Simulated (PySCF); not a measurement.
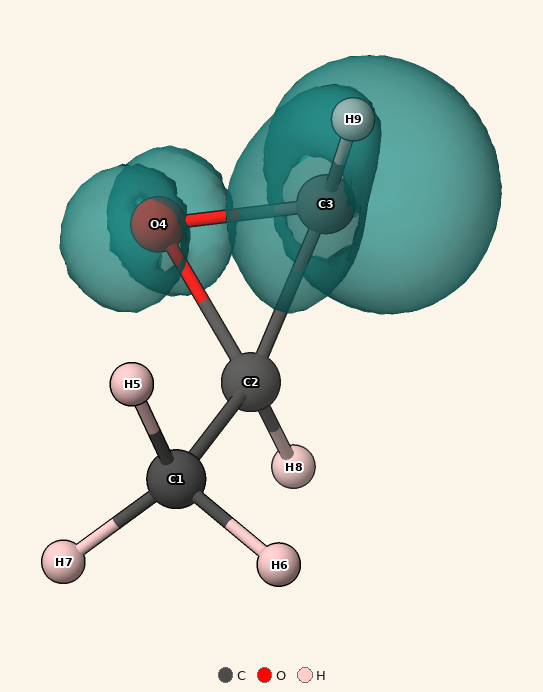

*C3H5O (doublet). Isosurface of the spin density (α minus β) at +0.04 e/Å³ (teal), seen at an oblique angle.*

Geometry: GFN2-xTB.

All numbers below come from PySCF 2.14.0, density-fitted response routines, UKS B3LYP, pcH-1 on C H O, non-relativistic, mean-field spin-orbit, GIAO.

```yaml
atoms:
  - { symbol: C, position_ang: [-1.0167, 0.1969, 0.0839] }
  - { symbol: C, position_ang: [0.2797, -0.5671, 0.0168] }
  - { symbol: C, position_ang: [1.5774, 0.0709, 0.0972] }
  - { symbol: O, position_ang: [1.1178, -0.3221, -1.1191] }
  - { symbol: H, position_ang: [-0.8694, 1.2218, -0.2492] }
  - { symbol: H, position_ang: [-1.3828, 0.2055, 1.1083] }
  - { symbol: H, position_ang: [-1.7658, -0.2730, -0.5509] }
  - { symbol: H, position_ang: [0.2183, -1.6167, 0.2913] }
  - { symbol: H, position_ang: [1.8550, 1.0899, 0.2966] }
```

### Where is the unpaired spin?

The unpaired spin (1 electron) lies mostly on C3 (about 0.7) and O4 (about 0.2), in electrons by Hirshfeld's partition.
